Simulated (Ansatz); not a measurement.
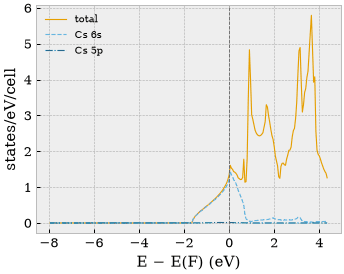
Figure. Total and projected density of states of Cs (bcc (W type), space group No. 229), PBE in the plane-wave PAW code Ansatz

Problem. Which orbitals carry the states next to the Fermi level?

Solution. Within 0.5 eV of the Fermi level: Cs 6s 86 %, outside the projected shells 13 %. Projections are on Löwdin-orthogonalised atomic valence shells; empty p or d shells of many metals are not among them.

Space group Im-3m (bcc (W type)). The cell was relaxed with PBE under the symmetry of its start. Spin–orbit coupling is left out wherever it is not named.

Potentials: the later of the program's two PAW sets.
